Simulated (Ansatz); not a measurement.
## Ligand exchange: CuH + CH2N2 → CuNH2 + HCN

Species: CuH, singlet; CH2N2 (cyanamide) `N#CN`, singlet; CuNH2 `[NH2][Cu]`, singlet; HCN (hydrogen cyanide) `C#N`, singlet. The partners trade H for NH2: Cu–H and C–NH2 bonds give way to Cu–NH2 and C–H.

Shapes, held fixed at every level: PBE0-D4/def2-TZVP. Programs: Ansatz 0.2.0. The zero-point and thermal change to 298 K, harmonic and unscaled (PBE0-D4/def2-TZVP), is +4.8 kJ/mol.

```
              level                    kind  ΔH(298 K) (kJ/mol)
        HF/def2-SVP            Hartree–Fock               +19.5
   SPW92/def2-TZVPP                     LDA               +12.4
  PBE-D4/def2-TZVPP                     GGA                -5.1
B3LYP-D4/def2-TZVPP           global hybrid                -7.6
 PBE0-D4/def2-TZVPP           global hybrid                +1.1
 wB97X-V/def2-TZVPP  range-separated hybrid               -10.0
 wB97M-V/def2-TZVPP  range-separated hybrid               -10.0
```

wB97M-V/def2-TZVPP gives ΔH(298 K) = -10.0 kJ/mol; the levels span -10.0 to +19.5. They disagree on the sign: 3 of 7 are positive. The median of the levels is -5.1. No measured value is set beside it here.

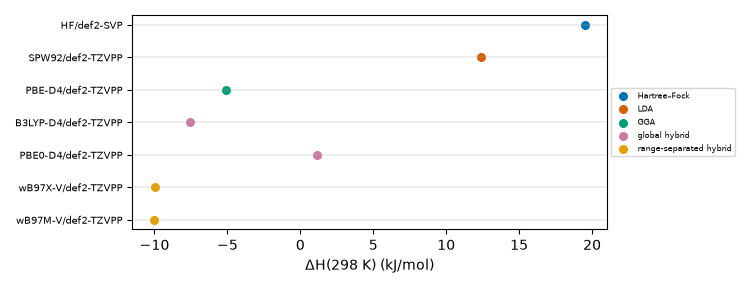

The values of the table, level by level.
